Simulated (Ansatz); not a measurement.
**BHO (singlet): PBE, r2SCAN, PBE0, B3LYP, wB97M-V, B2PLYP, RPA-PBE over vertical spin and charge gaps, 6-31G**

Aim: run BHO (singlet) with these functionals over vertical spin and charge gaps, and hold them against the top wave-function level at the same points.

Computed with Ansatz 0.2.0, Gaussian basis. Level: 6-31G, all electrons in the functionals, frozen cores in the correlation of double hybrids and RPA.

The runs, in order: PBE, r2SCAN, PBE0, B3LYP, wB97M-V, B2PLYP, RPA-PBE, at charge 0, singlet; charge 0, triplet; charge 1, doublet.

9 further runs of the same task are left out: 2 that didn't finish, 7 set aside as unsound or not needed.

**1. The geometry**

The geometry is a PBE0/def2-TZVP stationary point (not a proven minimum).

3 atoms, charge 0, spin multiplicity 1.

Atoms are counted from 1 here; the program's logs count them from 0.

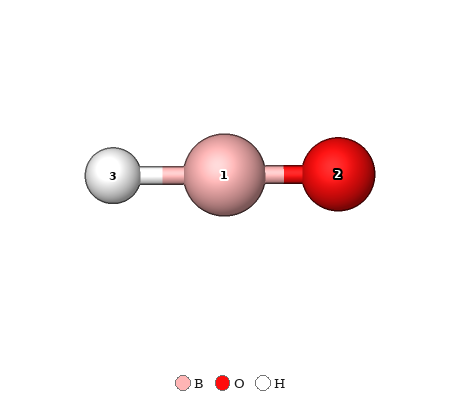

The structure; boron pink, oxygen red, hydrogen white; atoms are numbered from 1 in the order of the file.

As a file:

| atom | x (Å) | y (Å) | z (Å) |
| --- | --- | --- | --- |
| B1 | 0.0000 | 0.0000 | 0.0084 |
| O2 | 0.0000 | 0.0000 | -1.1895 |
| H3 | 0.0000 | 0.0000 | 1.1811 |

No dispersion term is added; wB97M-V holds VV10 nonlocal correlation. B3LYP takes the VWN-RPA correlation.

The geometry shown and the zero of energy belong to the point charge 0, singlet. The yardstick, FCI, and other wave-function levels (R restricted, U unrestricted, valence and pair active spaces) come from earlier runs.

**2. PBE, charge 0, singlet**

The input, in.yaml:

```yaml
crystal:
  periodic: [false, false, false]
  atoms:
    - {symbol: B, position_ang: [0.000000, 0.000000, 0.008418]}
    - {symbol: O, position_ang: [0.000000, 0.000000, -1.189543]}
    - {symbol: H, position_ang: [0.000000, 0.000000, 1.181125]}
basis:
  gaussian: {orbitals: 6-31G}
hamiltonian: {xc: {name: PBE}}
output: {orbitals: {seedname: orbitals}}
```

On the command line:

```
ansatz run in.yaml --threads 1 --pin off --events-out ev --progress --plain --max-ram 2393MiB
```

The log of the run:

```text
Functional definition: PBE
  name "PBE"
  cite "Perdew, Burke & Ernzerhof, Phys. Rev. Lett. 77, 3865 (1996) doi:10.1103/PhysRevLett.77.3865"
  parent pbe
  parameter kappa = 0.804
  parameter beta = 0.06672455060314922
  exchange = pbe_x(kappa = kappa, mu = beta*pi^2/3)
  correlation = pbe_c(beta = beta)
233 factors; integrals over basis functions are off by at most 1.9e-4 eV
mean field evaluation 1: about -2730.8032 eV, gradient 5.4e1 eV
mean field evaluation 2: about -2672.3742 eV, gradient 1.6e2 eV
mean field evaluation 4: about -2736.2043 eV, gradient 3.1e0 eV
mean field evaluation 8: about -2736.2284 eV, gradient 1.3e-1 eV
mean field -2736.22840175 eV, -100.5545390820 hartree, gradient 1.3e-5 eV, S^2 0.000000; 0 other end points of the search recorded, 0 dependent functions left out
reference -2736.22841738 eV, -100.5545396565 hartree; 7, 7 occupied and 13, 13 virtual orbitals, 233 factors
Total energy: -2736.22841738 eV, -100.5545396565 hartree
```

It took 0.21 s on 1 thread of Arm Neoverse V2, shared host.

**3. PBE, charge 0, triplet**

in.yaml, as its differences from that of step 2:

```diff
@@ -8,2 +8,3 @@
   gaussian: {orbitals: 6-31G}
+magnetization: {spin_polarized: true, initial_magnetization: 2}
 hamiltonian: {xc: {name: PBE}}
```

The command is unchanged.

The log of the run, shortened:

```text
Functional definition: PBE
  name "PBE"
  cite "Perdew, Burke & Ernzerhof, Phys. Rev. Lett. 77, 3865 (1996) doi:10.1103/PhysRevLett.77.3865"
  parent pbe
[...]
233 factors; integrals over basis functions are off by at most 1.9e-4 eV
[...]
mean field -2728.66264111 eV, -100.2765025069 hartree, gradient 2.4e-5 eV, S^2 2.004414; 9 other end points of the search recorded, 0 dependent functions left out
reference -2728.66265858 eV, -100.2765031490 hartree; 8, 6 occupied and 12, 14 virtual orbitals, 233 factors
Total energy: -2728.66265858 eV, -100.2765031490 hartree
```

It took 1.9 s on 1 thread of Arm Neoverse V2, shared host.

From the report: ⟨S²⟩ of the determinant 2.004 (pure triplet: 2.00).

From charge 0, singlet: +7.566 eV.

**4. PBE, charge 1, doublet**

in.yaml, as its differences from that of step 3:

```diff
@@ -8,3 +8,4 @@
   gaussian: {orbitals: 6-31G}
-magnetization: {spin_polarized: true, initial_magnetization: 2}
+total_charge: 1
+magnetization: {spin_polarized: true, initial_magnetization: 1}
 hamiltonian: {xc: {name: PBE}}
```

Launched as before.

The log of the run:

```text
Functional definition: PBE
  name "PBE"
  cite "Perdew, Burke & Ernzerhof, Phys. Rev. Lett. 77, 3865 (1996) doi:10.1103/PhysRevLett.77.3865"
  parent pbe
  parameter kappa = 0.804
  parameter beta = 0.06672455060314922
  exchange = pbe_x(kappa = kappa, mu = beta*pi^2/3)
  correlation = pbe_c(beta = beta)
233 factors; integrals over basis functions are off by at most 1.9e-4 eV
mean field evaluation 1: about -2691.9871 eV, gradient 8.1e1 eV
mean field evaluation 2: about -2492.8059 eV, gradient 1.5e2 eV
mean field evaluation 4: about -2720.7985 eV, gradient 1.4e1 eV
mean field evaluation 8: about -2722.2722 eV, gradient 3.5e-1 eV
mean field evaluation 16: about -2722.2620 eV, gradient 3.9e-5 eV
mean field evaluation 32: about -2721.3231 eV, gradient 1.2e-1 eV
mean field -2722.26204424 eV, -100.0412849103 hartree, gradient 3.9e-5 eV, S^2 0.751327; 6 other end points of the search recorded, 0 dependent functions left out
reference -2722.26205893 eV, -100.0412854503 hartree; 7, 6 occupied and 13, 14 virtual orbitals, 233 factors
Total energy: -2722.26205893 eV, -100.0412854503 hartree
```

Run time: 0.84 s. Hardware: 1 thread of Arm Neoverse V2, shared host.

From the report: ⟨S²⟩ of the determinant 0.751 (pure doublet: 0.75).

From charge 0, singlet: +13.966 eV.

**5. r2SCAN, charge 0, singlet**

in.yaml, as its differences from that of step 4:

```diff
@@ -8,5 +8,3 @@
   gaussian: {orbitals: 6-31G}
-total_charge: 1
-magnetization: {spin_polarized: true, initial_magnetization: 1}
-hamiltonian: {xc: {name: PBE}}
-output: {orbitals: {seedname: orbitals}}
+hamiltonian: {xc: {name: r2SCAN}}
+output: {forces: true}
```

Launched as before.

The log of the run, shortened:

```text
Functional definition: r2SCAN
  name "r2SCAN"
  cite "Furness, Kaplan, Ning, Perdew & Sun, J. Phys. Chem. Lett. 11, 8208 (2020) doi:10.1021/acs.jpclett.0c02405"
  cite "Furness, Kaplan, Ning, Perdew & Sun, J. Phys. Chem. Lett. 11, 9248 (2020) doi:10.1021/acs.jpclett.0c03077"
  parent r2scan
[...]
233 factors; integrals over basis functions are off by at most 1.9e-4 eV
[...]
mean field -2737.91525740 eV, -100.6165298839 hartree, gradient 1.1e-5 eV, S^2 0.000000; 0 other end points of the search recorded, 0 dependent functions left out
[...]
reference -2737.91526168 eV, -100.6165300412 hartree; 7, 7 occupied and 13, 13 virtual orbitals, 233 factors
Total energy: -2737.91526168 eV, -100.6165300412 hartree
Atom 0 at     0.000000     0.000000     0.008418 Å, force     0.000000     0.000000     2.475671 eV/Å
Atom 1 at     0.000000     0.000000    -1.189543 Å, force    -0.000000    -0.000000    -2.294384 eV/Å
Atom 2 at     0.000000     0.000000     1.181125 Å, force    -0.000000    -0.000000    -0.181287 eV/Å
Dipole moment:    -0.000000     0.000000     0.538383 e Å
```

It took 1.6 s on 1 thread of Arm Neoverse V2, shared host.

**6. r2SCAN, charge 0, triplet**

in.yaml, as its differences from that of step 5:

```diff
@@ -8,3 +8,3 @@
   gaussian: {orbitals: 6-31G}
+magnetization: {spin_polarized: true, initial_magnetization: 2}
 hamiltonian: {xc: {name: r2SCAN}}
-output: {forces: true}
```

Launched as before.

The log of the run, shortened:

```text
Functional definition: r2SCAN
  name "r2SCAN"
  cite "Furness, Kaplan, Ning, Perdew & Sun, J. Phys. Chem. Lett. 11, 8208 (2020) doi:10.1021/acs.jpclett.0c02405"
  cite "Furness, Kaplan, Ning, Perdew & Sun, J. Phys. Chem. Lett. 11, 9248 (2020) doi:10.1021/acs.jpclett.0c03077"
  parent r2scan
[...]
233 factors; integrals over basis functions are off by at most 1.9e-4 eV
[...]
mean field -2730.60806487 eV, -100.3479955112 hartree, gradient 1.9e-5 eV, S^2 2.008445; 6 other end points of the search recorded, 0 dependent functions left out
reference -2730.60807059 eV, -100.3479957214 hartree; 8, 6 occupied and 12, 14 virtual orbitals, 233 factors
Total energy: -2730.60807059 eV, -100.3479957214 hartree
```

It took 3.2 s on 1 thread of Arm Neoverse V2, shared host.

From the report: ⟨S²⟩ of the determinant 2.008 (pure triplet: 2.00).

From charge 0, singlet: +7.307 eV.

**7. r2SCAN, charge 1, doublet**

in.yaml, as its differences from that of step 6:

```diff
@@ -8,3 +8,5 @@
   gaussian: {orbitals: 6-31G}
-magnetization: {spin_polarized: true, initial_magnetization: 2}
+total_charge: 1
+magnetization: {spin_polarized: true, initial_magnetization: 1}
 hamiltonian: {xc: {name: r2SCAN}}
+output: {forces: true}
```

Same command.

The log of the run, shortened:

```text
Functional definition: r2SCAN
  name "r2SCAN"
  cite "Furness, Kaplan, Ning, Perdew & Sun, J. Phys. Chem. Lett. 11, 8208 (2020) doi:10.1021/acs.jpclett.0c02405"
  cite "Furness, Kaplan, Ning, Perdew & Sun, J. Phys. Chem. Lett. 11, 9248 (2020) doi:10.1021/acs.jpclett.0c03077"
  parent r2scan
[...]
233 factors; integrals over basis functions are off by at most 1.9e-4 eV
[...]
mean field -2724.09556185 eV, -100.1086654397 hartree, gradient 5.3e-5 eV, S^2 0.752316; 5 other end points of the search recorded, 0 dependent functions left out
[...]
reference -2724.09556613 eV, -100.1086655970 hartree; 7, 6 occupied and 13, 14 virtual orbitals, 233 factors
Total energy: -2724.09556613 eV, -100.1086655970 hartree
Atom 0 at     0.000000     0.000000     0.008418 Å, force     0.000000     0.000000    10.296326 eV/Å
Atom 1 at     0.000000     0.000000    -1.189543 Å, force    -0.000000    -0.000000   -10.206070 eV/Å
Atom 2 at     0.000000     0.000000     1.181125 Å, force    -0.000000    -0.000000    -0.090255 eV/Å
Dipole moment:    -0.000000     0.000000     0.634884 e Å
```

Run time: 2.5 s. Hardware: 1 thread of Arm Neoverse V2, shared host.

From the report: ⟨S²⟩ of the determinant 0.752 (pure doublet: 0.75).

From charge 0, singlet: +13.820 eV.

**8. PBE0, charge 0, singlet**

in.yaml, as its differences from that of step 7:

```diff
@@ -8,5 +8,3 @@
   gaussian: {orbitals: 6-31G}
-total_charge: 1
-magnetization: {spin_polarized: true, initial_magnetization: 1}
-hamiltonian: {xc: {name: r2SCAN}}
-output: {forces: true}
+hamiltonian: {xc: {name: PBE0}}
+output: {forces: true, orbitals: {seedname: orbitals}}
```

The command is unchanged.

The log of the run, shortened:

```text
Functional definition: PBE0
  name "PBE0"
  cite "Adamo & Barone, J. Chem. Phys. 110, 6158 (1999) doi:10.1063/1.478522"
  cite "Perdew, Burke & Ernzerhof, Phys. Rev. Lett. 77, 3865 (1996) doi:10.1103/PhysRevLett.77.3865"
  parent pbe
[...]
233 factors; integrals over basis functions are off by at most 1.9e-4 eV
[...]
mean field -2736.16986343 eV, -100.5523878386 hartree, gradient 2.1e-5 eV, S^2 0.000000; 0 other end points of the search recorded, 0 dependent functions left out
[...]
reference -2736.16987501 eV, -100.5523882641 hartree; 7, 7 occupied and 13, 13 virtual orbitals, 233 factors
Total energy: -2736.16987501 eV, -100.5523882641 hartree
Atom 0 at     0.000000     0.000000     0.008418 Å, force    -0.000000    -0.000000     2.026621 eV/Å
Atom 1 at     0.000000     0.000000    -1.189543 Å, force     0.000000     0.000000    -1.860886 eV/Å
Atom 2 at     0.000000     0.000000     1.181125 Å, force     0.000000     0.000000    -0.165736 eV/Å
Dipole moment:    -0.000000     0.000000     0.548631 e Å
```

Run time: 0.76 s. Hardware: 1 thread of Arm Neoverse V2, shared host.

The fields below are evaluated on a grid from the run's orbitals.

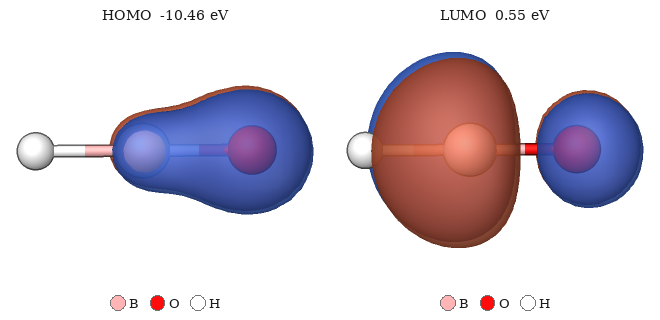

PBE0/6-31G orbitals near the gap, drawn at the value that encloses 70 % of each; the two colours are the two signs.

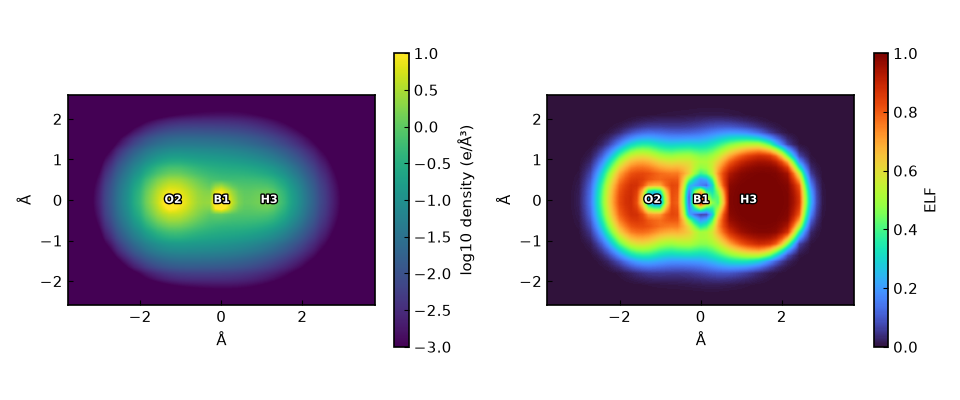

Density (left) and ELF (right) in a plane through or near 3 of the atoms.

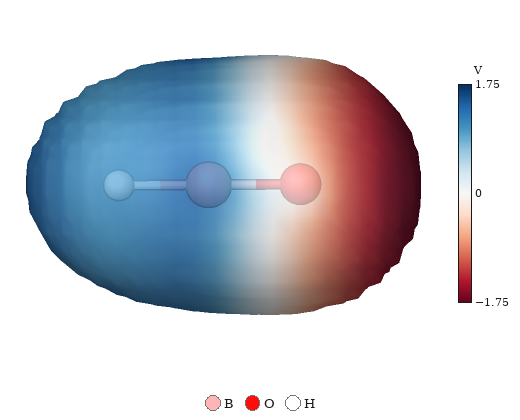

The potential that a unit positive charge feels on the 0.002 e/bohr³ surface, from the 1st to the 99th percentile, from -1.75 V near O2 to 1.43 V near H3.

**9. PBE0, charge 0, triplet**

in.yaml, as its differences from that of step 8:

```diff
@@ -8,3 +8,4 @@
   gaussian: {orbitals: 6-31G}
+magnetization: {spin_polarized: true, initial_magnetization: 2}
 hamiltonian: {xc: {name: PBE0}}
-output: {forces: true, orbitals: {seedname: orbitals}}
+output: {orbitals: {seedname: orbitals}}
```

The command is unchanged.

The log of the run, shortened:

```text
Functional definition: PBE0
  name "PBE0"
  cite "Adamo & Barone, J. Chem. Phys. 110, 6158 (1999) doi:10.1063/1.478522"
  cite "Perdew, Burke & Ernzerhof, Phys. Rev. Lett. 77, 3865 (1996) doi:10.1103/PhysRevLett.77.3865"
  parent pbe
[...]
233 factors; integrals over basis functions are off by at most 1.9e-4 eV
[...]
mean field -2728.92660469 eV, -100.2862029893 hartree, gradient 2.6e-5 eV, S^2 2.006135; 3 other end points of the search recorded, 0 dependent functions left out
reference -2728.92661768 eV, -100.2862034669 hartree; 8, 6 occupied and 12, 14 virtual orbitals, 233 factors
Total energy: -2728.92661768 eV, -100.2862034669 hartree
```

Run time: 0.72 s. Hardware: 1 thread of Arm Neoverse V2, shared host.

From the report: ⟨S²⟩ of the determinant 2.006 (pure triplet: 2.00).

From charge 0, singlet: +7.243 eV.

**10. PBE0, charge 1, doublet**

in.yaml, as its differences from that of step 9:

```diff
@@ -8,4 +8,5 @@
   gaussian: {orbitals: 6-31G}
-magnetization: {spin_polarized: true, initial_magnetization: 2}
+total_charge: 1
+magnetization: {spin_polarized: true, initial_magnetization: 1}
 hamiltonian: {xc: {name: PBE0}}
-output: {orbitals: {seedname: orbitals}}
+output: {forces: true, orbitals: {seedname: orbitals}}
```

The command is unchanged.

The log of the run, shortened:

```text
Functional definition: PBE0
  name "PBE0"
  cite "Adamo & Barone, J. Chem. Phys. 110, 6158 (1999) doi:10.1063/1.478522"
  cite "Perdew, Burke & Ernzerhof, Phys. Rev. Lett. 77, 3865 (1996) doi:10.1103/PhysRevLett.77.3865"
  parent pbe
[...]
233 factors; integrals over basis functions are off by at most 1.9e-4 eV
[...]
mean field -2722.45192994 eV, -100.0482630813 hartree, gradient 1.6e-5 eV, S^2 0.751735; 3 other end points of the search recorded, 0 dependent functions left out
[...]
reference -2722.45194084 eV, -100.0482634815 hartree; 7, 6 occupied and 13, 14 virtual orbitals, 233 factors
Total energy: -2722.45194084 eV, -100.0482634815 hartree
Atom 0 at     0.000000     0.000000     0.008418 Å, force     0.000000    -0.000000    10.007007 eV/Å
Atom 1 at     0.000000     0.000000    -1.189543 Å, force    -0.000000     0.000000    -9.958125 eV/Å
Atom 2 at     0.000000     0.000000     1.181125 Å, force     0.000000     0.000000    -0.048882 eV/Å
Dipole moment:    -0.000000     0.000000     0.644957 e Å
```

It took 0.81 s on 1 thread of Arm Neoverse V2, shared host.

From the report: ⟨S²⟩ of the determinant 0.752 (pure doublet: 0.75).

From charge 0, singlet: +13.718 eV.

**11. B3LYP, charge 0, singlet**

in.yaml, as its differences from that of step 10:

```diff
@@ -8,5 +8,2 @@
   gaussian: {orbitals: 6-31G}
-total_charge: 1
-magnetization: {spin_polarized: true, initial_magnetization: 1}
-hamiltonian: {xc: {name: PBE0}}
-output: {forces: true, orbitals: {seedname: orbitals}}
+hamiltonian: {xc: {name: B3LYP}}
```

Launched as before.

The log of the run, shortened:

```text
Functional definition: B3LYP
  name "B3LYP"
  cite "Stephens, Devlin, Chabalowski & Frisch, J. Phys. Chem. 98, 11623 (1994) doi:10.1021/j100096a001"
  cite "Becke, Phys. Rev. A 38, 3098 (1988) doi:10.1103/PhysRevA.38.3098"
  cite "Lee, Yang & Parr, Phys. Rev. B 37, 785 (1988) doi:10.1103/PhysRevB.37.785"
  cite "Vosko, Wilk & Nusair, Can. J. Phys. 58, 1200 (1980) doi:10.1139/p80-159"
[...]
233 factors; integrals over basis functions are off by at most 1.9e-4 eV
[...]
mean field -2739.63045309 eV, -100.6795621630 hartree, gradient 1.6e-5 eV, S^2 0.000000; 0 other end points of the search recorded, 0 dependent functions left out
reference -2739.63057982 eV, -100.6795668200 hartree; 7, 7 occupied and 13, 13 virtual orbitals, 233 factors
Total energy: -2739.63057982 eV, -100.6795668200 hartree
```

Run time: 0.21 s. Hardware: 1 thread of Arm Neoverse V2, shared host.

**12. B3LYP, charge 0, triplet**

in.yaml, as its differences from that of step 11:

```diff
@@ -8,2 +8,3 @@
   gaussian: {orbitals: 6-31G}
+magnetization: {spin_polarized: true, initial_magnetization: 2}
 hamiltonian: {xc: {name: B3LYP}}
```

Same command.

The log of the run, shortened:

```text
Functional definition: B3LYP
  name "B3LYP"
  cite "Stephens, Devlin, Chabalowski & Frisch, J. Phys. Chem. 98, 11623 (1994) doi:10.1021/j100096a001"
  cite "Becke, Phys. Rev. A 38, 3098 (1988) doi:10.1103/PhysRevA.38.3098"
  cite "Lee, Yang & Parr, Phys. Rev. B 37, 785 (1988) doi:10.1103/PhysRevB.37.785"
  cite "Vosko, Wilk & Nusair, Can. J. Phys. 58, 1200 (1980) doi:10.1139/p80-159"
[...]
233 factors; integrals over basis functions are off by at most 1.9e-4 eV
[...]
mean field -2732.23521225 eV, -100.4077920748 hartree, gradient 4.0e-5 eV, S^2 2.004914; 4 other end points of the search recorded, 0 dependent functions left out
reference -2732.23534099 eV, -100.4077968058 hartree; 8, 6 occupied and 12, 14 virtual orbitals, 233 factors
Total energy: -2732.23534099 eV, -100.4077968058 hartree
```

Run time: 0.96 s. Hardware: 1 thread of Arm Neoverse V2, shared host.

From the report: ⟨S²⟩ of the determinant 2.005 (pure triplet: 2.00).

From charge 0, singlet: +7.395 eV.

**13. B3LYP, charge 1, doublet**

in.yaml, as its differences from that of step 12:

```diff
@@ -8,3 +8,4 @@
   gaussian: {orbitals: 6-31G}
-magnetization: {spin_polarized: true, initial_magnetization: 2}
+total_charge: 1
+magnetization: {spin_polarized: true, initial_magnetization: 1}
 hamiltonian: {xc: {name: B3LYP}}
```

The command is unchanged.

The log of the run, shortened:

```text
Functional definition: B3LYP
  name "B3LYP"
  cite "Stephens, Devlin, Chabalowski & Frisch, J. Phys. Chem. 98, 11623 (1994) doi:10.1021/j100096a001"
  cite "Becke, Phys. Rev. A 38, 3098 (1988) doi:10.1103/PhysRevA.38.3098"
  cite "Lee, Yang & Parr, Phys. Rev. B 37, 785 (1988) doi:10.1103/PhysRevB.37.785"
  cite "Vosko, Wilk & Nusair, Can. J. Phys. 58, 1200 (1980) doi:10.1139/p80-159"
[...]
233 factors; integrals over basis functions are off by at most 1.9e-4 eV
[...]
mean field -2725.82494616 eV, -100.1722191409 hartree, gradient 3.4e-5 eV, S^2 0.751694; 3 other end points of the search recorded, 0 dependent functions left out
reference -2725.82506261 eV, -100.1722234202 hartree; 7, 6 occupied and 13, 14 virtual orbitals, 233 factors
Total energy: -2725.82506261 eV, -100.1722234202 hartree
```

It took 0.66 s on 1 thread of Arm Neoverse V2, shared host.

From the report: ⟨S²⟩ of the determinant 0.752 (pure doublet: 0.75).

From charge 0, singlet: +13.806 eV.

**14. wB97M-V, charge 0, singlet**

in.yaml, as its differences from that of step 13:

```diff
@@ -8,4 +8,3 @@
   gaussian: {orbitals: 6-31G}
-total_charge: 1
-magnetization: {spin_polarized: true, initial_magnetization: 1}
-hamiltonian: {xc: {name: B3LYP}}
+hamiltonian: {xc: {name: wB97M-V}}
+output: {forces: true, orbitals: {seedname: orbitals}}
```

The command is unchanged.

The log of the run, shortened:

```text
Functional definition: wB97M-V
  name "wB97M-V"
  cite "Mardirossian & Head-Gordon, J. Chem. Phys. 144, 214110 (2016) doi:10.1063/1.4952647"
  cite "Becke, J. Chem. Phys. 107, 8554 (1997) doi:10.1063/1.475007"
  cite "Vydrov & Van Voorhis, J. Chem. Phys. 133, 244103 (2010) doi:10.1063/1.3521275"
  # Of w^i u^j: cxij and so on, Table III.
[...]
  gx(w, u) = 1 - cx + cx01*u + cx10*w
  gss(w, u) = css00 + css04*u^4 + css10*w + css20*w^2 + css43*w^4*u^3
  gos(w, u) = cos00 + cos10*w + (cos20 + cos21*u)*w^2 + (cos60 + cos61*u)*w^6
[...]
      + integral(e_c_pw_mod_opposite_spin*gos(b97_w_opposite, b97_u_opposite)) + vv10(b, c)
233 factors; integrals over basis functions are off by at most 1.9e-4 eV
91 factors; integrals over basis functions are off by at most 5.3e-6 eV
[...]
mean field -2738.56306651 eV, -100.6403364296 hartree, gradient 3.8e-5 eV, S^2 0.000000; 0 other end points of the search recorded, 0 dependent functions left out
[...]
reference -2738.56308583 eV, -100.6403371394 hartree; 7, 7 occupied and 13, 13 virtual orbitals, 233 factors
Total energy: -2738.56308583 eV, -100.6403371394 hartree
Atom 0 at     0.000000     0.000000     0.008418 Å, force     0.000000     0.000000     2.067314 eV/Å
Atom 1 at     0.000000     0.000000    -1.189543 Å, force    -0.000000     0.000000    -1.806825 eV/Å
Atom 2 at     0.000000     0.000000     1.181125 Å, force    -0.000000    -0.000000    -0.260488 eV/Å
Dipole moment:    -0.000000     0.000000     0.551002 e Å
```

It took 0.96 s on 1 thread of Arm Neoverse V2, shared host.

**15. wB97M-V, charge 0, triplet**

in.yaml, as its differences from that of step 14:

```diff
@@ -8,3 +8,4 @@
   gaussian: {orbitals: 6-31G}
+magnetization: {spin_polarized: true, initial_magnetization: 2}
 hamiltonian: {xc: {name: wB97M-V}}
-output: {forces: true, orbitals: {seedname: orbitals}}
+output: {orbitals: {seedname: orbitals}}
```

The command is unchanged.

The log of the run, shortened:

```text
Functional definition: wB97M-V
  name "wB97M-V"
  cite "Mardirossian & Head-Gordon, J. Chem. Phys. 144, 214110 (2016) doi:10.1063/1.4952647"
  cite "Becke, J. Chem. Phys. 107, 8554 (1997) doi:10.1063/1.475007"
  cite "Vydrov & Van Voorhis, J. Chem. Phys. 133, 244103 (2010) doi:10.1063/1.3521275"
  # Of w^i u^j: cxij and so on, Table III.
[...]
  gx(w, u) = 1 - cx + cx01*u + cx10*w
  gss(w, u) = css00 + css04*u^4 + css10*w + css20*w^2 + css43*w^4*u^3
  gos(w, u) = cos00 + cos10*w + (cos20 + cos21*u)*w^2 + (cos60 + cos61*u)*w^6
[...]
      + integral(e_c_pw_mod_opposite_spin*gos(b97_w_opposite, b97_u_opposite)) + vv10(b, c)
233 factors; integrals over basis functions are off by at most 1.9e-4 eV
91 factors; integrals over basis functions are off by at most 5.3e-6 eV
[...]
mean field -2730.96196762 eV, -100.3610011975 hartree, gradient 4.9e-5 eV, S^2 2.003187; 3 other end points of the search recorded, 0 dependent functions left out
reference -2730.96198744 eV, -100.3610019261 hartree; 8, 6 occupied and 12, 14 virtual orbitals, 233 factors
Total energy: -2730.96198744 eV, -100.3610019261 hartree
```

Run time: 3.1 s. Hardware: 1 thread of Arm Neoverse V2, shared host.

From the report: ⟨S²⟩ of the determinant 2.003 (pure triplet: 2.00).

From charge 0, singlet: +7.601 eV.

(Part 1 of 2 ends here.)
